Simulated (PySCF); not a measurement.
System: C5H7NSi.

```xyz
14

C    -2.7580    0.0343    0.1478
C    -1.6142   -0.6352    0.0589
C    -0.2950   -0.0140    0.0129
C    -0.2635    1.4024    0.0651
N    -0.2684    2.5482    0.1076
C     0.8480   -0.7203   -0.0743
Si    2.6002   -0.0352   -0.1402
H    -2.7833    1.1110    0.1920
H    -3.7070   -0.4730    0.1787
H    -1.6095   -1.7172    0.0149
H     0.7424   -1.7998   -0.1110
H     3.1729   -0.4631   -1.4198
H     2.6006    1.4174   -0.0209
H     3.3340   -0.6560    0.9661
```

Geometry: GFN2-xTB.

Computed with CAM-B3LYP/def2-SVPD, SCF density, gas phase in PySCF 2.14.0.

> What will maps of the electron density and electron localisation function show?

C–N (1.15 Å): the density is about 3.6 e/Å³ at the midpoint; the ELF peaks at about 0.85 between the atoms; a multiple bond.
C–C (1.33 Å): the density is about 2.3 e/Å³ at the midpoint; the ELF peaks at about 0.95 between the atoms; a multiple bond.
C–Si (1.88 Å): the density is about 0.95 e/Å³ at the midpoint; the ELF peaks at about 1 between the atoms, as expected for localised, covalent bonding.
C–H (1.08 Å): the density is about 2 e/Å³ at the midpoint; the ELF climbs to about 1 towards the hydrogen, as it does in any bond to H: an ordinary covalent bond to hydrogen.

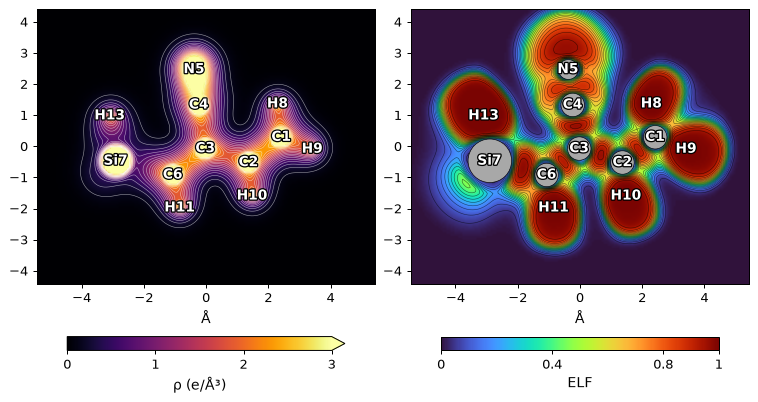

Computed electron density and electron localisation function on the plane of atoms C1, C2 and C3, in this order. Grey discs cover the atomic cores in the ELF map. 
